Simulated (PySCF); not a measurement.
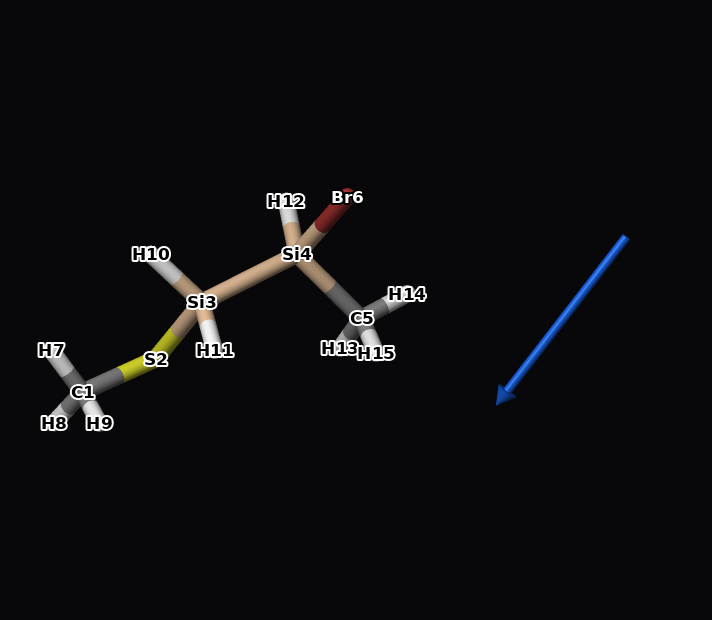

The arrow beside the molecule shows the direction of the dipole moment, from the negative to the positive end (its length means nothing). The geometry was computed by an optimisation with GFN2-xTB. No frequency run is at hand to confirm it as a minimum. Properties computed with CAM-B3LYP/def2-SVPD, gas phase (PySCF 2.14.0).

> Estimate the dipole moment.

1.91 D; it points from the side of Br6 to the side of H8 (the outermost atoms at the two ends).

The geometry is semi-empirical. Around Br, Si such bond lengths and angles can be off by a tenth of an ångström or more and by several degrees, and values that hang on the shape move with them.
